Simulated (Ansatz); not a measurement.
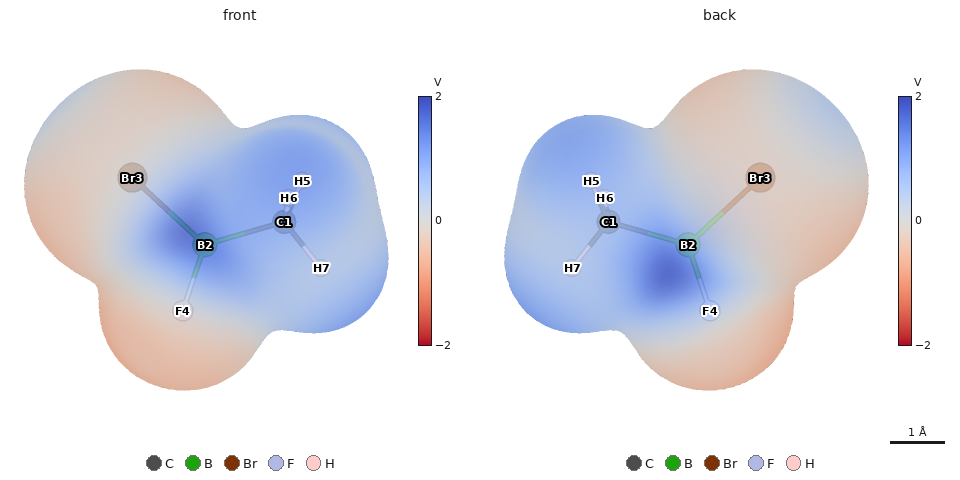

Figure. CH3BBrF (SMILES CB(F)Br). The electrostatic potential painted on the density surface at 0.002 e/bohr³, seen from the front and from behind; the colour scale runs from red (negative) to blue (positive).

Geometry: B3LYP-D3(BJ)/def2-SVP.

The calculation used Ansatz, isolated molecule in a Gaussian basis; Kohn-Sham density functional theory, functional PBE0.

```xyz
7

C    -0.6739   -1.1407    0.1128
B    -1.7438   -1.9878   -0.6412
Br   -1.7302   -2.1777   -2.5676
F    -2.7323   -2.5857   -0.0005
H     0.3160   -1.1872   -0.3631
H    -0.9917   -0.0816    0.0796
H    -0.5964   -1.4282    1.1728
```

Question: Where is the surface potential most negative and most positive?

Answer: The most negative region (about −0.6 V) lies over F4, the most positive (about +1.7 V) over B2. Br3 shows a σ-hole: about +0.4 V at the tip opposite its bond, against about −0.3 V on its flanks.
